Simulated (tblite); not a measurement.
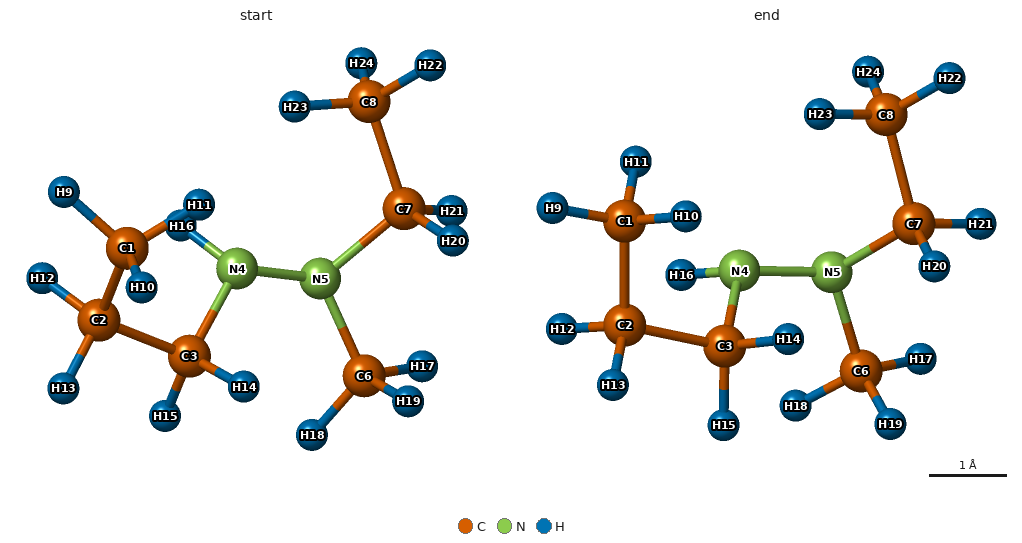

The structure of C$_{6}$H$_{16}$N$_{2}$ before (left) and after (right) a relaxation, at one scale.

Style: ball-and-stick. Shown from a free direction.

Computed with GFN2-xTB geometry optimisation, gas phase (tblite). 

What changed between the two?

Answer. The atom that moves furthest after the best rigid fit is H11 (1.37 Å). Largest moves by element: H 1.37 Å, C 0.53 Å, N 0.28 Å. Among the contacts that change: N4–H16 1.080 → 1.017 Å, N4–N5 1.348 → 1.409 Å, C1–H11 1.127 → 1.086 Å, C3–H15 1.068 → 1.104 Å. Among the angles between lasting bonds that change: N5–C6–H18 115.9° → 109.1°, C2–C3–H14 103.4° → 109.3°, N4–C3–H15 119.0° → 113.1°. Groups turn about N4–N5 by about 55°, C1–C2 by about 35°, C7–C8 by about 30°. The energy falls by 103.1 kJ/mol in 183 geometry steps.
